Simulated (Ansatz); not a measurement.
## Fields on a plane of SnSe2 (CdI2 type)

```
CELL_PARAMETERS angstrom
      3.82584     0.00000     0.00000
     -1.91292     3.31327     0.00000
      0.00000     0.00000     6.23092
ATOMIC_POSITIONS crystal
  Sn 0.00000 0.00000 0.00000
  Se 0.33333 0.66667 0.25294
  Se 0.66667 0.33333 0.74706
```

The slice is a (-1 1 0 2) plane (indices of the conventional cell) through the point (0.333, 0.667, 0.253) (fractional), spanned by u = [110] and v = [1 -1 1] in vectors of this cell: u (3.83 Å) and v (9.10 Å, at 90° to u). It covers one period; positions are fractions (u, v).

Atoms on it: Se at (0.00, 0.00). Other atoms lie within 1 Å of the plane.

Computed with r2SCAN+rVV10 (plane waves to 500 eV, PAW, scalar-relativistic; Ansatz, a quantum-chemistry and plane-wave program). k mesh 10×10×6. These are valence fields of a PAW run, semicore shells included where kept as valence: close to a nucleus they are smooth pseudo fields. SnSe2 was relaxed with its symmetry unable to fall.

```
|99886644332222222233446688|
|66665544332222222233445566|
|55554433332211112233334455|
|44443333221111111122333344|
|44443333221111111122333344|
|44443333222211112222333344|
|55554433222222222222334455|
|77665544332222222233445566|
|77776644333333333333446677|
|77776644333333333333446677|
|66665544333333333333445566|
|55554433332222222233334455|
|44443333222222222222333344|
|33333322221111111122223333|
|33333322221111111122223333|
|44443333221111111122333344|
|44444433221111111122334444|
|55554433221111111122334455|
|55554433332211112233334455|
|55554433221111111122334455|
|44444433221111111122334444|
|44333322221100001122223333|
|33332222110000000011222233|
|22221111000000000000111122|
|11111100000000000000001111|
|11111111000000000000111111|
|22222211110000000011112222|
|44333322221100001122223333|
|55444433221111111122334444|
|66665544332211112233445566|
|99886644332222222233446688|
|99996655333322223333556699|
```
Scale: ten equal steps from -1.93 (start of '0') to 1.66 (end of '9'), in the order '0123456789'. Values: log₁₀ of the valence density in e/Å³. The map has 13 points along u (two characters each, u = 0 at the left) and 32 along v (v = 0 in the bottom row). The scale is logarithmic, as a density can span decades between atoms and voids.

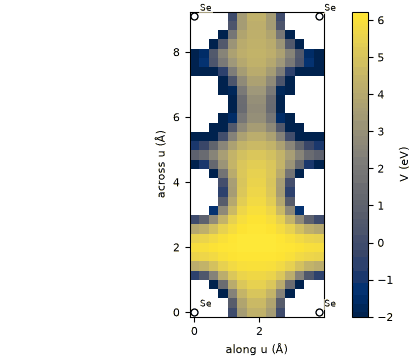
Figure. Electrostatic potential energy of an electron, from the cell's mean, in eV, one period of the plane, atoms marked. Points within 1 Å of a nucleus are left white, as the pseudised field means little there. Values under -2 eV are set to -2. The zero, the cell's mean, hangs on the PAW cores.
